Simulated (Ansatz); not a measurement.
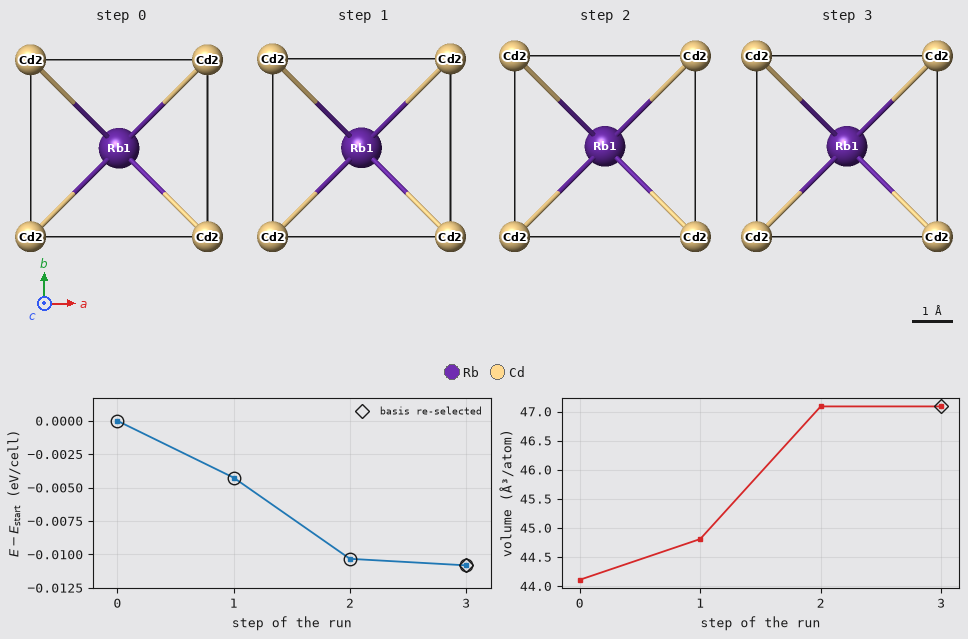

Frames of a relaxation of a crystal of RbCd (a generated structure, set up in Pm-3m), marked on the history of the run. The picture is a ball-and-stick view of the cell of the calculation, seen along the c axis.

Theory: DFT PBE, scalar-relativistic, plane waves, PAW (Ansatz 0.2.0). Settings: plane-wave cutoff 420 eV; k-point mesh 12 × 12 × 12; occupations gaussian; smearing width 0.1 eV; no spin polarisation; cell and atoms relaxed; force threshold 0.01 eV/Å; at most 80 steps.

Describe the path.

The energy falls by 10.8 meV per cell of the calculation in 2 accepted moves (3 points after the start). All forces vanish by symmetry, so only the cell relaxes. The pressure goes from 0.57 to 0.04 GPa. The SCF was repeated once at an unchanged geometry on a basis and grid sized afresh for the cell, which shifted the energy by 0.5 meV per cell of the calculation at most. The atoms keep their places relative to the cell (all moves are under 0.005 Å). The drawn cell changes as follows: a = b = c 4.452 → 4.550 Å (+2.2 %); the volume changes by +6.8 %. Near-neighbour distances that change, for instance: Rb1–Cd2 3.855 → 3.940 Å. The space group stays Pm-3m (No. 221). The run took 24 s on 1 thread of Arm Neoverse V2, with other jobs on the host, peak memory 0.42 GiB. From step 0 to 1: volume +1.6 %, energy −4.3 meV per cell of the calculation. From step 1 to 2: volume +5.1 %, energy −6.1 meV per cell of the calculation. From step 2 to 3: energy −0.5 meV per cell of the calculation.

| step | E − E(0), meV/atom | pressure, GPa | volume, Å³/atom | note |
| --- | --- | --- | --- | --- |
| 0 | 0.00 | 0.57 | 44.108 |  |
| 1 | -2.13 | 0.43 | 44.809 |  |
| 2 | -5.16 | 0.04 | 47.088 |  |
| 3 | -5.41 | 0.04 | 47.088 | same geometry, new basis |
